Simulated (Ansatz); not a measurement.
## Electronic structure of Ga4PN3 in real space

Input

```
crystal:
  lattice:
    - [3.3695471257, 0.0, 0.0]
    - [-1.6847735628, 2.9181134101, 0.0]
    - [0.0, 0.0, 11.2044511]
  atoms:
    - { symbol: "N", position: [0.6666666667, 0.3333333333, -0.0199958414] }
    - { symbol: "N", position: [0.6666666667, 0.3333333333, 0.5204077175] }
    - { symbol: "N", position: [0.3333333333, 0.6666666667, 0.7500791132] }
    - { symbol: P, position: [0.3333333333, 0.6666666667, 0.2456546271] }
    - { symbol: Ga, position: [0.6666666667, 0.3333333333, 0.802988302] }
    - { symbol: Ga, position: [0.6666666667, 0.3333333333, 0.3446742854] }
    - { symbol: Ga, position: [0.3333333333, 0.6666666667, 0.5734874723] }
    - { symbol: Ga, position: [0.3333333333, 0.6666666667, 0.0327043239] }
kpoints:
  mp_grid: { grid: [12, 12, 2] }
hamiltonian:
  xc: r2scan
scf:
  occupations: { method: fermi_dirac, width: 0.02 }
relax:
  f_tol: 0.005
  cell: {}
output:
  write_density: true
  write_potential: true
  elf: true
  volumetric_format: npy
```

Launched as:

```sh
ansatz run input.yaml --threads 4 --pin off --max-ram 6451MiB --backend cpu --events-out ev --progress --plain --runs-dir out
```

Below, planes, directions and counts refer to the conventional cell (a = 3.34 Å, b = 3.34 Å, c = 11.05 Å, α = 90.00°, β = 90.00°, γ = 120.00°).

The fields are those of the run's last geometry, not of the input's.

Space group P3m1; started from the ordered alloy on wurtzite lattice prototype, which need not be the ambient phase.

These are results of Ansatz 0.2.0, DFT, r2SCAN, plane waves, PAW, not measurements.

The density is the valence pseudo-density of a PAW calculation; it isn't the true density close to the nuclei.

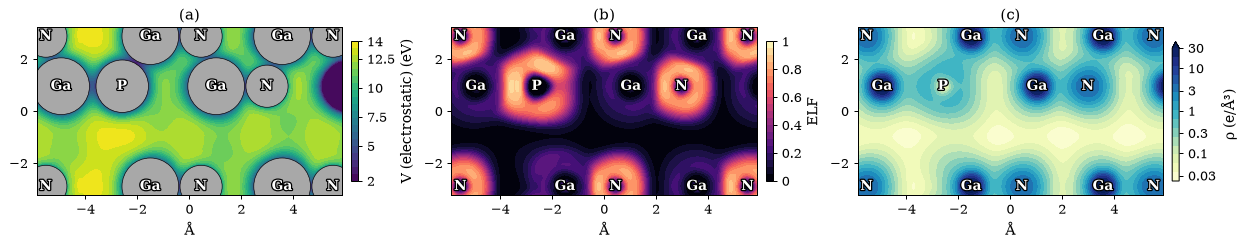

Figure 1. (a) electrostatic potential energy of an electron; (b) electron localisation function; (c) valence charge density (pseudo) on the (110) plane of the conventional cell. Grey discs cover the atomic cores in the potential map.

> What do the fields say about this system?

The section cuts through N, P and Ga sites.
Ga–N (1.95 Å): ρ is about 0.78 e/Å³ halfway; the ELF peaks at about 0.85 in the valence shell of N, 0.6 Å from its nucleus, and is about 0.50 at the midpoint.
Ga–P (2.21 Å): ρ is about 0.69 e/Å³ halfway; the ELF peaks at about 0.90 in the valence shell of P, 0.8 Å from its nucleus, and is about 0.75 at the midpoint.
Ga–N (2.01 Å): the density is about 0.66 e/Å³ at the midpoint; the ELF peaks at about 0.85 in the valence shell of N, 0.7 Å from its nucleus, and is about 0.45 at the midpoint.
Ga–P (2.35 Å): ρ at the midpoint is about 0.55 e/Å³; the ELF peaks at about 0.90 between the atoms; a covalent bond.
Between the atoms the lowest density in this plane is 0.03 e/Å³.
Outside the cores the potential energy rises away from the atoms and is highest about 1.6 Å from the nearest atoms; its zero is arbitrary.

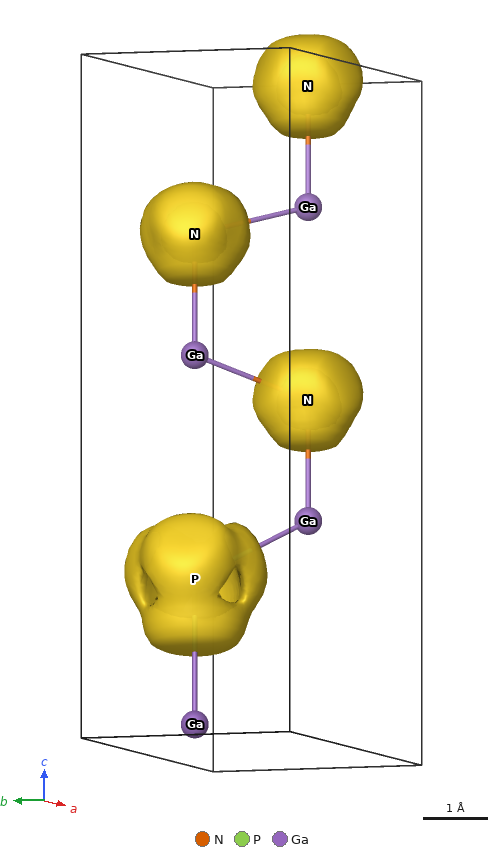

Figure 2. Isosurface of the ELF at 0.75 (yellow), seen at an oblique angle. Core shells and regions of very low density are left out. Sticks mark near contacts.

> Where are the electrons localised?

At this value the surface marks out one region on P in which the atom's valence shell and bonds are merged and three regions wrapped around N (the valence shell of each), counted in one cell of 8 atoms. Regions shared between cells count once.
